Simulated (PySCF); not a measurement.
Cl₆W, SMILES [Cl][W]([Cl])([Cl])([Cl])([Cl])[Cl] at its PBE0/def2-SVP optimised geometry (Å):

```
7

W      0.0000     0.0000     0.0000
Cl     2.2992     0.0000     0.0000
Cl     0.0012     0.9830    -2.0783
Cl    -0.0009    -0.9827     2.0784
Cl    -2.2992     0.0000    -0.0003
Cl     0.0005    -2.0781    -0.9830
Cl    -0.0004     2.0781     0.9832
```

Computed with PySCF with PBE0/def2-TZVP, def2 effective core potentials past Kr. The core electrons that the potentials of W replace are not part of the density. Cells within 0.4 Å of a nucleus heavier than hydrogen are left out (blank, or x).

Map of the log10 of the electron density (e/bohr³), floored at −4 on the plane z = 1.0 Å:

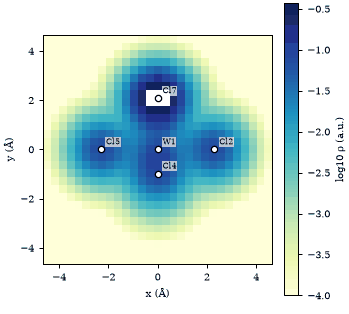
Figure: Log10 of the electron density (e/bohr³), floored at −4 on the plane z = 1.0 Å.
